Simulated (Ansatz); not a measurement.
**CH2AlO (SMILES [CH2]1[O+]=[Al-2]1) (charge −1): density, localisation and related maps**

| atom | x (Å) | y (Å) | z (Å) |
| --- | --- | --- | --- |
| C | -2.8112 | -0.5475 | -0.3388 |
| Al | -1.4815 | -0.5303 | 1.1586 |
| O | -2.0761 | 0.6636 | -0.0752 |
| H | -3.9055 | -0.4193 | -0.2113 |
| H | -2.6145 | -0.9548 | -1.3515 |

Geometry: PBE0-D3(BJ)/def2-SVPD; the highest occupied orbital lies above zero, a sign that basis and functional describe the outermost electron poorly.

Computed with isolated molecule in a Gaussian basis; Kohn-Sham density functional theory, functional PBE0 (Ansatz).

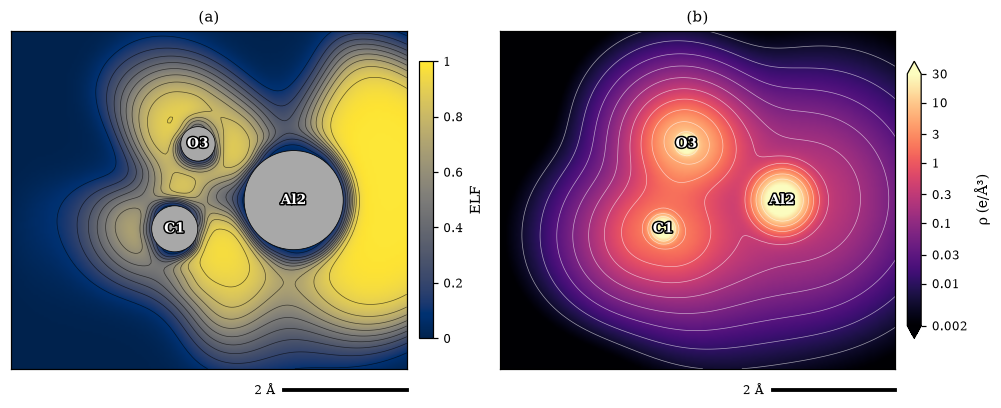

Figure 1. (a) electron localisation function; (b) electron density on the plane of atoms Al2, C1 and O3. Grey discs cover the atomic cores in the ELF map.

**What do the fields say about this system?**

The section cuts through C, Al and O sites. C–O (1.44 Å): ρ at the midpoint is about 1.9 e/Å³, with its minimum of 1.7 e/Å³ about 0.5 Å from C; the ELF peaks at about 0.85 between the atoms; a shared but strongly polarised pair. Al–O (1.82 Å): ρ at the midpoint is about 0.7 e/Å³; the ELF peaks at about 0.85 in the valence shell of O, 0.6 Å from its nucleus, and is about 0.45 at the midpoint. C–Al (2.00 Å): the density is about 0.55 e/Å³ at the midpoint; the ELF peaks at about 0.80 in the valence shell of C, 0.7 Å from its nucleus, and is about 0.50 at the midpoint. The ELF also peaks beside O3, away from the bonds: lone-pair regions.

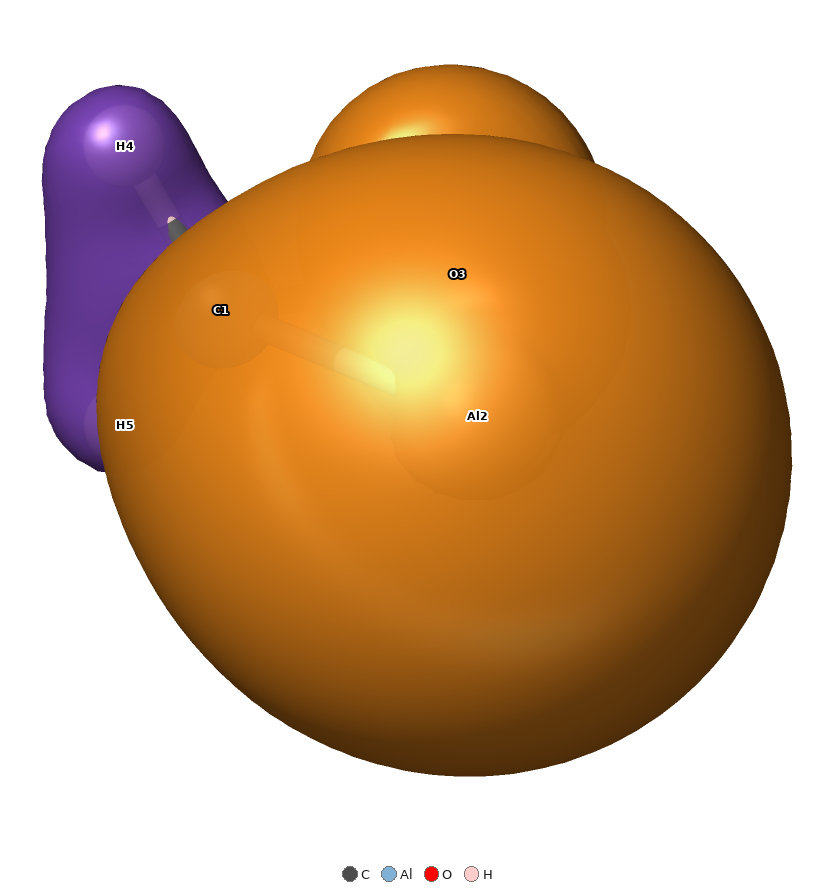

Figure 2. The HOMO−1 at ±0.08 Å⁻³ᐟ² (orange and purple are the two phases), seen at a tilt.

**Describe this orbital and give its energy.**

Its weight (Hirshfeld) is mainly on Al2 (about 60 %), O3 (about 25 %) and C1 (about 10 %). Its energy is −1.07 eV.
